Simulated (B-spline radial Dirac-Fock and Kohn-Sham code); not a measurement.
I⁻ ([Xe]), inside a Watson sphere of charge +1 and radius 2.64 Å that stands in for a crystal. Computed with a radial B-spline solver: Dirac–Fock ΔSCF energies in intermediate coupling of the two holes, Coulomb rates, valence shells as spectators.

What should this plot look like? The Auger multiplet of an L3 hole with both final holes in M45, lines labelled by the leading pair of holes and J, broadened by 0.40 eV full width. Kinetic energies count from the vacuum level; very weak lines are left out. Lines are named by their largest jj component, which in light atoms can differ from the customary names.

The strongest line is L3-M4M5 J=4 at 3.2504 keV (54 % of the multiplet), followed by L3-M5M5 J=4 at 3.2710 keV (18 %), L3-M5M5 J=2 at 3.2653 keV (9.6 %), L3-M4M5 J=3 at 3.2605 keV (7.6 %). The lines shown span 3.228 keV to 3.271 keV.

The result:

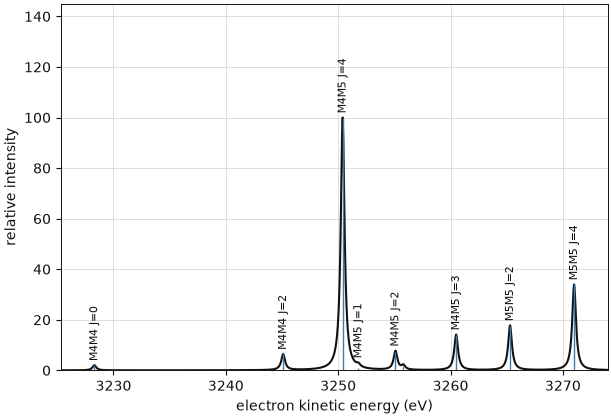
